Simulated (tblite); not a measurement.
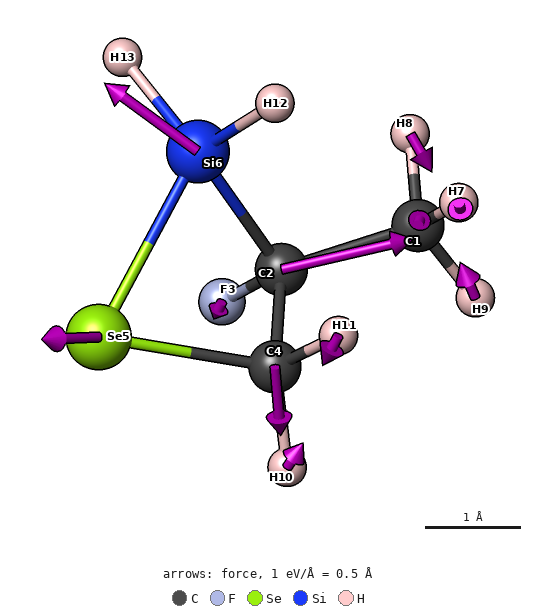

Starting geometry of C$_{3}$H$_{7}$FSeSi with the computed forces as purple arrows. A ball-and-stick model, seen at a tilt.

The calculation used GFN2-xTB geometry optimisation, gas phase (tblite 0.8.0). 

Q: Is this structure relaxed? If not, where do the atoms go?

A: It isn't relaxed: the largest force vector, on C2, is 2.93 eV/Å. The final displacements have little in common with the starting forces (cosine between the two patterns 0.13). The energy falls by 89.5 kJ/mol in 96 geometry steps. The atom that moves furthest after the best rigid fit is Se5 (1.45 Å). By element the largest moves are Se 1.45 Å, H 1.29 Å, F 0.35 Å, C 0.27 Å, Si 0.18 Å. Among the contacts that change: C2–Si6 1.854 → 1.931 Å, C4–Se5 1.926 → 1.988 Å, C2–F3 1.356 → 1.396 Å, C1–H9 1.115 → 1.089 Å. Among the angles between lasting bonds that change: C4–C2–Si6 90.5° → 98.6°, F3–C2–C4 115.9° → 109.2°, C2–C4–Se5 95.3° → 101.8°. Groups turn about C2–C4 by about 60°, C4–Se5 by about 55°, C2–Si6 by about 50°. The run took 0.98 s on 1 thread of Arm Neoverse N1, on a shared host.
